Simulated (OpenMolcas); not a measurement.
**Excited-state calculation of BSiH3ClO (part 3 of 3)**

The same run, continued: BSiH3ClO, multiplicity 2, SMILES [SiH3]O[B]Cl; CASSCF/ANO-S-VDZ (OpenMolcas 26.06). The geometry comes from this level: PBE0-D4/def2-TZVP.

Geometry of the input (Å):
```
Si -0.5730  0.7754  0.3748
O  0.0449  -0.6484  -0.2336
B  1.2562  -1.0421  -0.5966
Cl 1.6050  -2.6368  -1.2191
H  -1.2013  0.4568  1.6761
H  0.5156  1.7666  0.5412
H  -1.5863  1.2604  -0.5884
```

### What the program printed, continued
```
      Charge (e):
                      =   -0.0000
      Dipole Moment (debye):
      Origin of the operator (angstrom)=    0.5631   -0.9556   -0.4389
                   X= -2.9405E-02               Y= -2.1689E+00               Z= -7.5383E-01           Total=  2.2963E+00
      Quadrupole Moment (debye*angstrom):
      Origin of the operator (angstrom)=    0.5631   -0.9556   -0.4389
                  XX= -4.0479E+01              XY= -6.0018E+00              XZ= -2.9286E+00              YY= -3.3571E+01
                  YZ=  5.1057E+00              ZZ= -4.2664E+01
      In traceless form (debye*angstrom)
                  XX= -2.3618E+00              XY= -9.0027E+00              XZ= -4.3929E+00              YY=  8.0004E+00
                  YZ=  7.6586E+00              ZZ= -5.6386E+00
--

      Mulliken spin population analysis for root number:  4
      ---------------------------------------------------

++    Molecular charges:
      ------------------

      Mulliken spin population per centre
      ---------------------------

                SI1     O2      B3      CL4     H5      H6      H7
      Total    0.0035  0.0061  1.2345 -0.2517  0.0022  0.0031  0.0024

      Total electronic spin=    1.000000
--

      LoProp population analysis for root number:  4
      -----------------------------------------------

++    LoProp analysis:
      ----------------

++    Static properties:
      ------------------

      LoProp Charges per center

                   SI1      O2       B3       CL4      H5       H6       H7
      Nuclear     14.0000   8.0000   5.0000  17.0000   1.0000   1.0000   1.0000
      Electronic -13.1960  -8.6940  -5.3430 -16.4620  -1.1012  -1.1022  -1.1016

      Total        0.8040  -0.6940  -0.3430   0.5380  -0.1012  -0.1022  -0.1016
--

      Natural Bond Order analysis for root number:  4

++    Natural Bond Order analysis
      ---------------------------
      Based on LoProp computed density
      -------------------------------------------------------------------------------------
      Atom A       Atom B       Bond Order
      -------------------------------------------------------------------------------------
      NBO located      0.993 non-bonded electrons on atom SI1
      NBO located      1.000 non-bonded electrons on atom SI1
      NBO located      0.997 non-bonded electrons on atom SI1
      NBO located      0.998 non-bonded electrons on atom SI1
      NBO located      0.998 non-bonded electrons on atom SI1
      NBO located      1.000 non-bonded electrons on atom O2
      NBO located      0.963 non-bonded electrons on atom O2
      NBO located      0.992 non-bonded electrons on atom B3
      NBO located      1.011 non-bonded electrons on atom CL4
      NBO located      0.998 non-bonded electrons on atom CL4
      NBO located      1.000 non-bonded electrons on atom CL4
      NBO located      1.000 non-bonded electrons on atom CL4
      NBO located      1.000 non-bonded electrons on atom CL4
      NBO located      1.000 non-bonded electrons on atom CL4
      The remaining   10.136 electrons are to be considered as diffuse
--

--

      Von Neumann Entropy (Root   5) =  1.49452

      Mulliken population analysis for root number:  5
      -----------------------------------------------

++    Molecular charges:
      ------------------

      Mulliken charges per centre
      ---------------------------

                SI1     O2      B3      CL4     H5      H6      H7
      Total   12.8302  8.7303  5.5322 16.3647  1.1855  1.1710  1.1860

      N-E      1.1698 -0.7303 -0.5322  0.6353 -0.1855 -0.1710 -0.1860

      Total electronic charge=   47.000000

      Total            charge=   -0.000000
--

      Expectation values of various properties for root number:  5
      -----------------------------------------------------------

++    Molecular properties:
      ---------------------

      Charge (e):
                      =   -0.0000
      Dipole Moment (debye):
      Origin of the operator (angstrom)=    0.5631   -0.9556   -0.4389
                   X= -5.2529E-02               Y= -2.7493E+00               Z= -9.5106E-01           Total=  2.9096E+00
      Quadrupole Moment (debye*angstrom):
      Origin of the operator (angstrom)=    0.5631   -0.9556   -0.4389
                  XX= -4.0623E+01              XY= -6.5188E+00              XZ= -3.0909E+00              YY= -3.2638E+01
                  YZ=  5.5470E+00              ZZ= -4.2534E+01
      In traceless form (debye*angstrom)
                  XX= -3.0376E+00              XY= -9.7782E+00              XZ= -4.6364E+00              YY=  8.9411E+00
                  YZ=  8.3206E+00              ZZ= -5.9035E+00
--

      Mulliken spin population analysis for root number:  5
      ---------------------------------------------------

++    Molecular charges:
      ------------------

      Mulliken spin population per centre
      ---------------------------

                SI1     O2      B3      CL4     H5      H6      H7
      Total    0.0011  0.0204  0.0386  0.9376  0.0005  0.0013  0.0006

      Total electronic spin=    1.000000
--

      LoProp population analysis for root number:  5
      -----------------------------------------------

++    LoProp analysis:
      ----------------

++    Static properties:
      ------------------

      LoProp Charges per center

                   SI1      O2       B3       CL4      H5       H6       H7
      Nuclear     14.0000   8.0000   5.0000  17.0000   1.0000   1.0000   1.0000
      Electronic -13.1948  -8.7045  -5.4035 -16.3916  -1.1013  -1.1027  -1.1016

      Total        0.8052  -0.7045  -0.4035   0.6084  -0.1013  -0.1027  -0.1016
--

      Natural Bond Order analysis for root number:  5

++    Natural Bond Order analysis
      ---------------------------
      Based on LoProp computed density
      -------------------------------------------------------------------------------------
      Atom A       Atom B       Bond Order
      -------------------------------------------------------------------------------------
      NBO located      0.993 non-bonded electrons on atom SI1
      NBO located      1.000 non-bonded electrons on atom SI1
      NBO located      0.997 non-bonded electrons on atom SI1
      NBO located      0.998 non-bonded electrons on atom SI1
      NBO located      0.998 non-bonded electrons on atom SI1
      NBO located      1.000 non-bonded electrons on atom O2
      NBO located      0.961 non-bonded electrons on atom O2
      NBO located      0.992 non-bonded electrons on atom B3
      NBO located      1.010 non-bonded electrons on atom CL4
      NBO located      0.998 non-bonded electrons on atom CL4
      NBO located      1.000 non-bonded electrons on atom CL4
      NBO located      1.000 non-bonded electrons on atom CL4
      NBO located      1.000 non-bonded electrons on atom CL4
      NBO located      1.000 non-bonded electrons on atom CL4
      The remaining   10.156 electrons are to be considered as diffuse
--

--

      Average orbitals are written to the RASORB file
      Natural orbitals for root   1 are written to the RASORB.1 file
      Natural orbitals for root   2 are written to the RASORB.2 file
      Natural orbitals for root   3 are written to the RASORB.3 file
      Natural orbitals for root   4 are written to the RASORB.4 file
      Natural orbitals for root   5 are written to the RASORB.5 file
      Spin density orbitals for root   1 are written to the SPDORB.1 file
      Spin density orbitals for root   2 are written to the SPDORB.2 file
      Spin density orbitals for root   3 are written to the SPDORB.3 file
      Spin density orbitals for root   4 are written to the SPDORB.4 file
      Spin density orbitals for root   5 are written to the SPDORB.5 file

--- Stop Module: rasscf /rc=_RC_ALL_IS_WELL_ ---
           step10.LoProp.molden step10.RasOrb step10.RasOrb.1 step10.RasOrb.2 step10.RasOrb.3 step10.RasOrb.4 step10.RasOrb.5 step10.rasscf.h5 step10.SpdOrb.1 step10.SpdOrb.2
           step10.SpdOrb.3 step10.SpdOrb.4 step10.SpdOrb.5 xmldump
--- Module rasscf spent 4 seconds ---

--- Start Module: rassi ---

                                               &RASSI

                       available to each process: 1.9 GB of memory, 1 thread

      ********************************************************************************
      *                             General data section                             *
      ********************************************************************************

   Specific data for JOBIPH file JOBIPH
   -------------------------------------

   Header from SEWARD:

   CASSCF title (first line only):
       (No title given)

  STATE IRREP:                1
  SPIN MULTIPLICITY:          2
  ACTIVE ELECTRONS:           3
  MAX RAS1 HOLES:             0
  MAX RAS3 ELECTRONS:         0
  NR OF CONFIG:               8

   The following data are common to all the states:
   ------------------------------------------------
   (note: frozen counts as inactive, deleted as secondary)

      Nr of irreps: 1

                 Total     No./Irrep
      Irrep                  1
                             a

      INACTIVE      22      22
      ACTIVE         3       3
      SECONDARY     25      25
      BASIS         50      50

      RAS1           0       0
      RAS2           3       3
      RAS3           0       0

        MATRIX ELEMENTS WILL BE COMPUTED FOR THE FOLLOWING ONE-ELECTRON OPERATORS, UNLESS ZERO BY SYMMETRY.
   (Herm=Hermitian, Anti=Antihermitian, Sing=Singlet operator, Trip=Triplet operator)
     MLTPL  0   1 (HERMSING)     MLTPL  1   1 (HERMSING)     MLTPL  1   2 (HERMSING)
     MLTPL  1   3 (HERMSING)     MLTPL  2   1 (HERMSING)     MLTPL  2   2 (HERMSING)
     MLTPL  2   3 (HERMSING)     MLTPL  2   4 (HERMSING)     MLTPL  2   5 (HERMSING)
     MLTPL  2   6 (HERMSING)     VELOCITY   1 (ANTISING)     VELOCITY   2 (ANTISING)
     VELOCITY   3 (ANTISING)     ANGMOM     1 (ANTISING)     ANGMOM     2 (ANTISING)
     ANGMOM     3 (ANTISING)     MLTPV  2   1 (ANTISING)     MLTPV  2   2 (ANTISING)
     MLTPV  2   3 (ANTISING)     MLTPV  2   4 (ANTISING)     MLTPV  2   5 (ANTISING)
     MLTPV  2   6 (ANTISING)

       EIGENSTATES OF A SPIN-FREE HAMILTONIAN WILL BE COMPUTED BASED ON:

  A Hamiltonian matrix computed by RASSI.

  Nr of states:                    5

   State:        1   2   3   4   5
  JobIph:        1   1   1   1   1
 Root nr:        1   2   3   4   5

  HAMILTONIAN MATRIX FOR THE ORIGINAL STATES:

  Diagonal, with energies
   -849.64790572   -849.52558715   -849.43804374   -849.39314674   -849.31467009

      OVERLAP MATRIX FOR THE ORIGINAL STATES:

  Diagonal, with elements
      1.00000000      1.00000000      1.00000000      1.00000000      1.00000000

::    RASSI State    1     Total energy:    -849.64790572061031
::    RASSI State    2     Total energy:    -849.52558714638428
::    RASSI State    3     Total energy:    -849.43804373618491
::    RASSI State    4     Total energy:    -849.39314674101718
::    RASSI State    5     Total energy:    -849.31467008686593

      ****************************************************************************************************
      *                                         Spin-free section                                        *
      *                 Note: index according to input order, order according to energy.                 *
      ****************************************************************************************************

  SPIN-FREE ENERGIES:
  (Shifted by EMIN (a.u.) =       -849.6479057206)

 SF State       Relative EMIN(au)   Rel lowest level(eV)    D:o, cm**(-1)

     1             0.0000000000        0.0000000000              0.0000
     2             0.1223185742        3.3284579683          26845.8240
     3             0.2098619844        5.7106355165          46059.3817
     4             0.2547589796        6.9323449933          55913.1331
     5             0.3332356337        9.0678035407          73136.7679

++ Dipole transition strengths (spin-free states):
   -----------------------------------------------
     for osc. strength at least  1.00000000E-05

      From   To        Osc. strength     Einstein coefficients Ax, Ay, Az (sec-1)    Total A (sec-1)
     -----------------------------------------------------------------------------------------------
         1    2       5.97300423E-02  8.61720658E+05  3.04656345E+06  2.48053740E+07  2.87136581E+07
         1    3       5.58997529E-02  8.18291781E+04  7.06570166E+07  8.36331035E+06  7.91021561E+07
         1    4       5.93147535E-03  3.49986172E+05  1.13449159E+06  1.08844660E+07  1.23689437E+07
         1    5       1.16929792E-04  1.01405815E+04  2.89594183E+04  3.78094843E+05  4.17194843E+05
         2    3       1.66322475E-05  1.21658648E+02  4.70609345E+02  3.50324911E+03  4.09551710E+03
         2    4       9.15861982E-02  1.12698974E+05  4.61345198E+07  5.36849255E+06  5.16157114E+07
         2    5       3.86063227E-02  8.59693885E+04  4.93193882E+07  5.77604514E+06  5.51814027E+07
         3    4       2.22399234E-04  4.79508766E+02  1.55700595E+03  1.23673396E+04  1.44038543E+04
         3    5       7.90621433E-02  1.15655633E+06  4.08136197E+06  3.34276403E+07  3.86655586E+07
         4    5       1.35347153E-03  2.70881083E+02  2.38128136E+05  2.94197254E+04  2.67818742E+05
     -----------------------------------------------------------------------------------------------
--

++ Velocity transition strengths (spin-free states):
   -------------------------------------------------
     for osc. strength at least  1.00000000E-05

      From   To        Osc. strength     Einstein coefficients Ax, Ay, Az (sec-1)    Total A (sec-1)
     -----------------------------------------------------------------------------------------------
         1    2       6.05024642E-02  8.69680881E+05  3.08912107E+06  2.51261779E+07  2.90849798E+07
         1    3       1.92256217E-02  6.99983234E+05  2.40615872E+07  2.44406206E+06  2.72056325E+07
         1    4       2.14055990E-03  1.25053636E+05  4.10367278E+05  3.92830242E+06  4.46372334E+06
         1    5       1.59162110E-04  1.52248996E+04  5.02534003E+04  5.02397605E+05  5.67875905E+05
         2    3       3.71255434E-05  2.12808408E+02  9.66458720E+02  7.96250987E+03  9.14177700E+03
         2    4       4.26931609E-02  6.19030618E+05  2.12803808E+07  2.16139595E+06  2.40608073E+07
         2    5       1.33778892E-02  4.91864320E+05  1.69128643E+07  1.71676852E+06  1.91214971E+07
         3    4       3.84380969E-03  7.51643923E+03  2.65000704E+04  2.14930728E+05  2.48947238E+05
         3    5       1.70329868E-01  2.48362285E+06  8.81742226E+06  7.19992451E+07  8.33002902E+07
         4    5       3.06840238E-04  1.64589616E+03  5.27463315E+04  6.32391187E+03  6.07161396E+04
     -----------------------------------------------------------------------------------------------
--

++ Length and velocity gauge comparison (spin-free states):
   --------------------------------------------------------

 --------------------------------------------------
 A comparison between the dipole oscillator strengths in
 length and velocity gauge will be performed

     All dipole oscillator differences above the tolerance of   1.00000000E-01  will be printed

 Due to basis set deficiency these oscillator may be problematic

 The tolerance is defined as ABS(1-O_l/O_v)
 O_l : dipole oscillator strength in length gauge
 O_p : dipole oscillator strength in velocity gauge
 --------------------------------------------------

  Problematic transitions have been found

      From   To       Difference (%) Osc. st. (len.) Osc. st. (vel.)
     ---------------------------------------------------------------
         1    3           190.756542  5.58997529E-02  1.92256217E-02
         1    4           177.099247  5.93147535E-03  2.14055990E-03
         1    5            26.534153  1.16929792E-04  1.59162110E-04
         2    3            55.199989  1.66322475E-05  3.71255434E-05
         2    4           114.521943  9.15861982E-02  4.26931609E-02
         2    5           188.583066  3.86063227E-02  1.33778892E-02
         3    4            94.214094  2.22399234E-04  3.84380969E-03
         3    5            53.582925  7.90621433E-02  1.70329868E-01
         4    5           341.099754  1.35347153E-03  3.06840238E-04
     ---------------------------------------------------------------

 Number of problematic transitions =                     9

--

 Electric-dipole - electric-octupole not included
 Electric-dipole - magnetic-quadrupole not included

      ****************************************************************************************************
      *                                    Special properties section                                    *
      ****************************************************************************************************

--- Stop Module: rassi /rc=_RC_ALL_IS_WELL_ ---

.##################.
.# Happy landing! #.
.##################.

    Timing: Wall=7.06 User=5.74 System=1.22
```

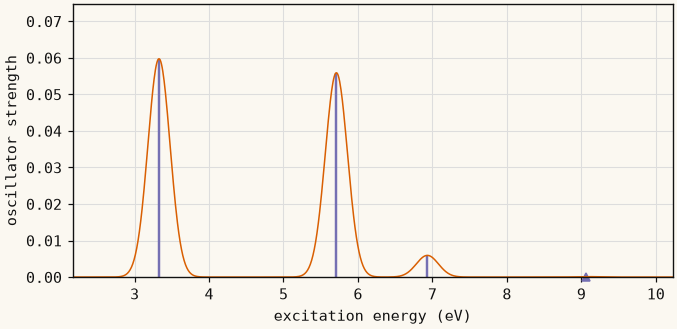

Figure 1. Computed excitations as sticks (degenerate states added up, dark ones marked on the axis), with a Gaussian envelope of 0.35 eV full width at half maximum, scaled to the tallest. Of the 4 states the lowest lies at 3.33 eV (f = 0.060); the strongest line is at 3.33 eV, or 372 nm (f = 0.060).
